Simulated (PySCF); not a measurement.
**C2H9NSi, SMILES `CN(C)[SiH3]`: what the electrons do**

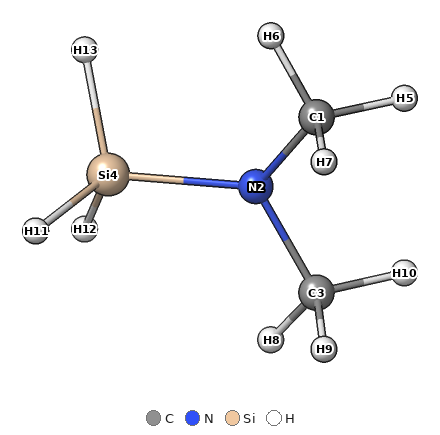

The molecule, with its atoms numbered as below. No frequency check shows the geometry to be a minimum.

Coordinates in Å:

```
C1      -1.1399    1.1948   -0.0341
N2      -0.3622   -0.0000    0.1716
C3      -1.1399   -1.1949   -0.0339
Si4      1.3471    0.0001   -0.0137
H5      -2.0110    1.1893    0.6284
H6      -0.5361    2.0703    0.1898
H7      -1.5011    1.2764   -1.0675
H8      -0.5360   -2.0703    0.1901
H9      -1.5011   -1.2766   -1.0673
H10     -2.0110   -1.1893    0.6285
H11      1.8451   -0.0014   -1.4022
H12      1.8027   -1.2207    0.6499
H13      1.8026    1.2209    0.6497
```

## 1. Bonding charge

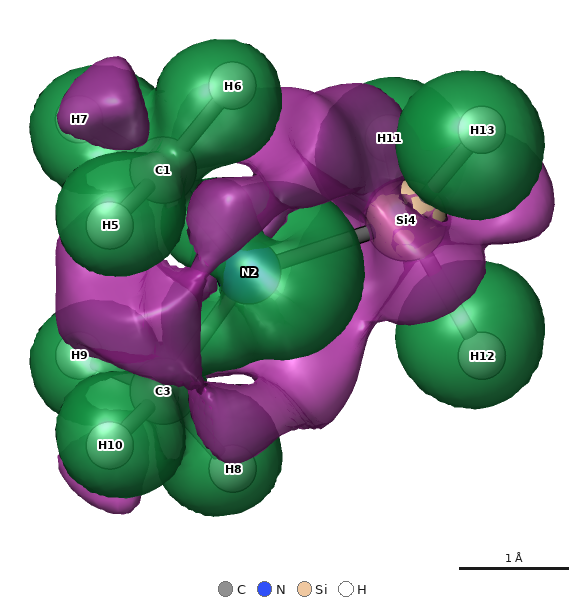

Deformation density (molecule less spherical, spin-averaged free atoms at the same positions), surfaces at ±0.05 e/Å³; green: gain, purple: loss.

Method: M06-2X/6-31+G*; geometry: GFN2-xTB; program: PySCF.

How much density has each bond gained at its critical point, relative to the free atoms?

Answer. C1–H6 and C3–H8: +0.68 e/Å³ at the bond critical point (bond length 1.09 Å). C3–H10 and C1–H5: +0.66 e/Å³ at the bond critical point (bond length 1.09 Å). C1–H7 and C3–H9: +0.65 e/Å³ at the bond critical point (bond length 1.10 Å). N2–C3 and C1–N2: +0.31 e/Å³ at the bond critical point (bond length 1.44 Å). Si4–H13 and Si4–H12: +0.20 e/Å³ at the bond critical point (bond length 1.46 Å). Si4–H11: +0.20 e/Å³ at the bond critical point (bond length 1.48 Å). N2–Si4: +0.11 e/Å³ at the bond critical point (bond length 1.72 Å); up to 0.6 Å beside the axis the gain reaches +0.43 e/Å³. In all, 2.8 electrons gather in the regions of gain relative to the promolecule. A small or negative value marks a very polar bond, one between electron-rich atoms, whose free-atom densities already overlap strongly, a long bond to a heavier atom, or a closed-shell contact such as a hydrogen bond.

Where do the Hirshfeld charges lie?

Answer. The highest Hirshfeld charge is on Si4 (+0.36 e), the lowest on N2 (−0.24 e).

## 2. Bond critical points

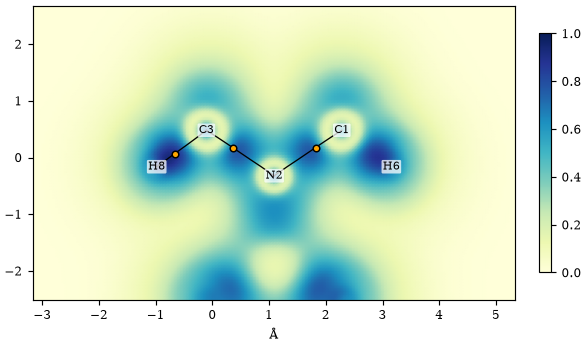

Localised orbital locator (LOL) in the plane of C1, N2, C3, H6 and H8, with bond paths and bond critical points (dots).

What values does LOL take at the bond critical points in this plane?

Answer. C3–H8: about 0.90; N2–C3 and C1–N2: about 0.70. Values above 0.5 mark slow, localised electrons, as in shared pairs; low values at a critical point mark a polar or closed-shell contact whose critical point lies between the shells.

Where along C3–H8 does the critical point lie?

Answer. 0.69 Å from C3 and 0.40 Å from H8.

## 3. Local ionisation energy

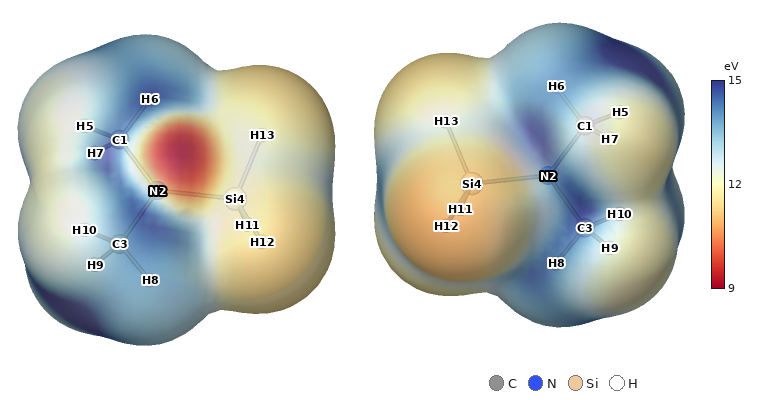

Average local ionisation energy on the surface of electron density 0.001 a.u. (back view left, front view right).

Where are the most loosely bound electrons on this surface?

Answer. The lowest value is 9.2 eV, 2.1 Å from N2. Further minima include 10.8 eV, 1.5 Å from H11; 11.4 eV, 1.5 Å from H12, and at like points elsewhere; 11.6 eV, 1.4 Å from H7, and at like points elsewhere. For comparison, the highest occupied orbital lies at −7.6 eV.

What volume does the surface enclose, and what is the dipole moment?

Answer. About 124 Å³; the dipole moment is 0.7 D.

## 4. Excited states

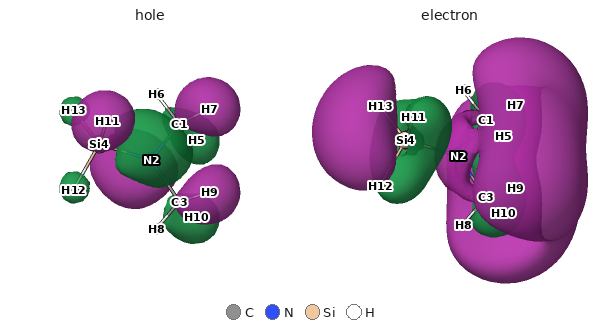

Leading natural transition orbital pair of S₃ (TDA singlet states); the surfaces enclose about 85 % of each orbital's density.

PySCF calculation, PBE0/def2-SVP, gas phase; geometry: GFN2-xTB. Without diffuse functions Rydberg states are missing, so the states' numbers hold for this basis only.

Give its energy and the atoms that hole and electron lie on.

Answer. 7.23 eV (171 nm), f = 0.056, partly diffuse acceptor orbital, which a basis without diffuse functions describes poorly; the leading pair carries 100 %; hole on N2 (52 %), Si4 (10 %) and C1 and C3 (7 % each), electron on Si4 (16 %), H5 and H10 (15 % each) and H7 and H9 (11 % each) (atom shares of so diffuse an orbital are rough); their centroids lie 0.7 Å apart. In canonical orbitals it is mainly HOMO → LUMO+2 (99 %). The HOMO–LUMO gap is 7.19 eV.

## 5. Removing or adding an electron

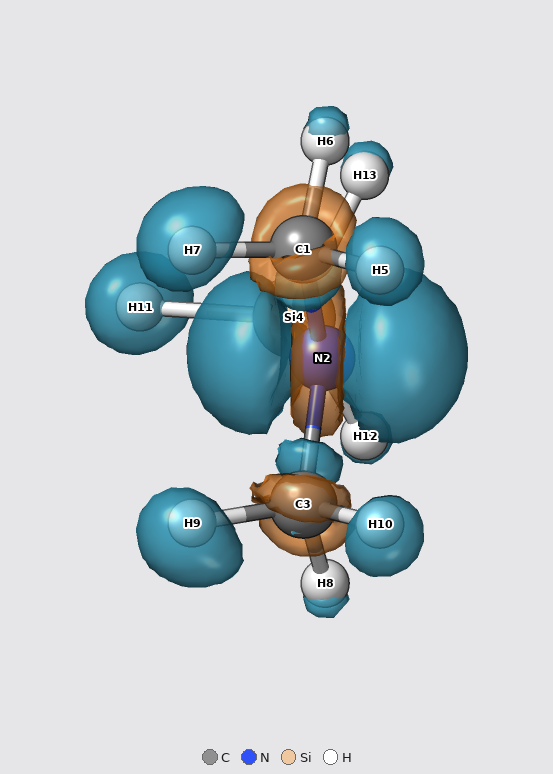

Fukui function f⁻ = ρ(N) − ρ(N−1) at fixed geometry, surfaces at ±0.04 e/Å³ (light blue positive, orange negative).

Method: M06-2X/aug-cc-pVDZ; geometry: GFN2-xTB; program: PySCF.

On which atoms does the density change most on removal of an electron?

Answer. f⁻ (Hirshfeld-condensed) is largest on N2 (0.25); the vertical ionisation energy is 8.45 eV (the stability of the cation's solution wasn't checked). Condensed values hint at sites of electrophilic attack but needn't mark the atom that reacts. Orbital relaxation makes it negative in places (0.28 e in all).

## 6. Localised orbitals

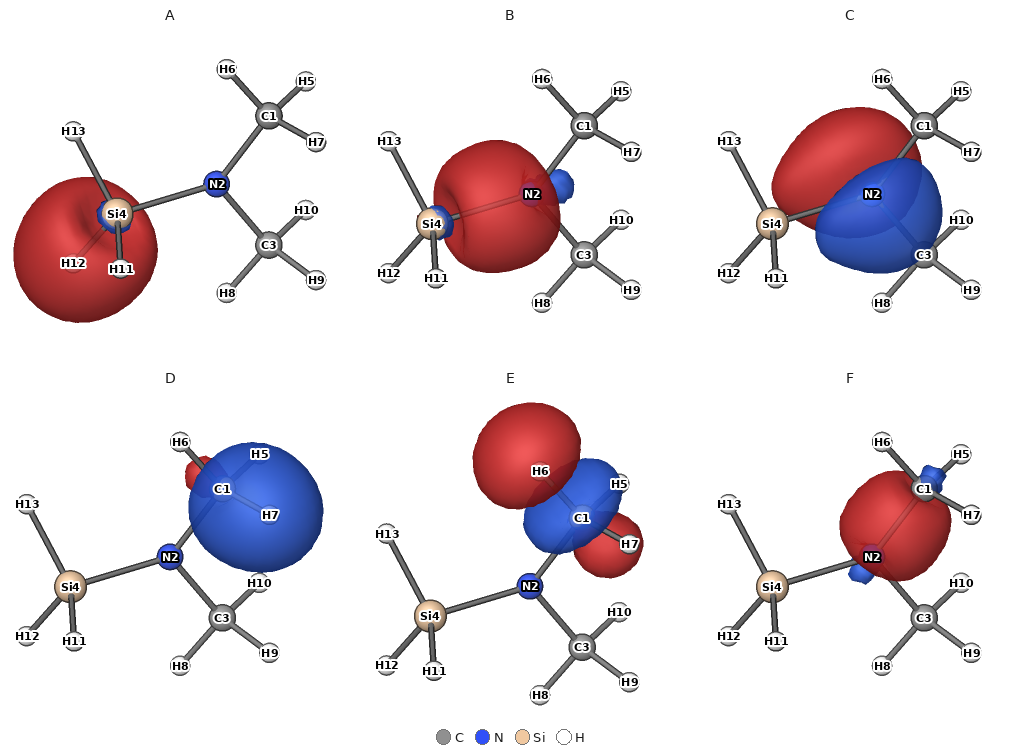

Intrinsic bond orbitals (IBO), occupied and valence-virtual; each surface holds about 80 % of the orbital's density. Energies are diagonal elements of the Fock matrix.

Level of theory: PBE0/6-311G** (PySCF), at a geometry from GFN2-xTB.

Name the orbitals, with their atomic make-up and energies.

Answer. By panel:
- A: σ bond H12–Si4 (H12 56 %, Si4 44 %; −11.2 eV)
- B: σ bond N2–Si4 (N2 71 %, Si4 28 %; −15.5 eV)
- C: lone pair on N2 (p-type) (N2 90 %, Si4 4 %; −7.9 eV)
- D: σ bond C1–H7 (C1 57 %, H7 43 %; −13.4 eV)
- E: σ* orbital H6–C1 (H6 57 %, C1 42 %; 10.0 eV)
- F: σ bond N2–C1 (N2 57 %, C1 42 %; −17.4 eV)

Which has the smallest and which the largest spatial spread?

Answer. Smallest: F (0.80 Å); largest: C (1.06 Å).

## 7. Stretching a bond

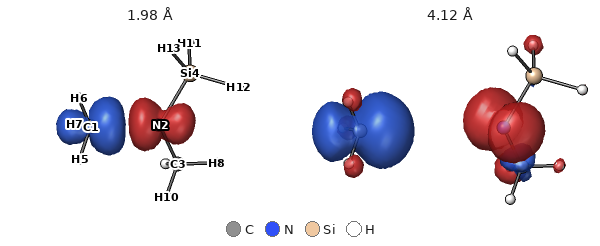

Rigid stretch of the C1–N2 bond. Broken-symmetry UHF spin density at ±0.03 e/Å³ (blue: α, red: β).

PySCF calculation, cc-pVDZ basis, gas phase; geometry: GFN2-xTB.

How does the broken-symmetry solution share the spin, and how far is it from a pure singlet?

Answer. At 4.12 Å excess α spin lies mostly on C1 and excess β on N2; the two could be swapped at no cost. ⟨S²⟩ is 0.08 at 1.98 Å and 1.02 at 4.12 Å, against 0 for a pure singlet and 1 for an equal mix of singlet and triplet.

Where does the UHF solution part from RHF?

Answer. Between 1.76 Å (⟨S²⟩ = 0, the two coincide) and 1.98 Å (⟨S²⟩ = 0.08); at 4.12 Å ⟨S²⟩ is 1.02 and UHF lies 5.5 eV below RHF.

How much energy does the stretch cost?

Answer. By CASSCF, 3.5 eV from the lowest point of the scan (1.47 Å) to 4.12 Å; RHF gives 8.4 eV from its own lowest point. The fragments aren't relaxed and dynamic correlation is missing, so this isn't a bond dissociation energy.

The PySCF runs shown took 14 s, 75 s, 13 min, 10 s and 3.8 min on 1 thread of Intel(R) Xeon(R) Platinum 8488C (Sapphire Rapids), on a shared host.
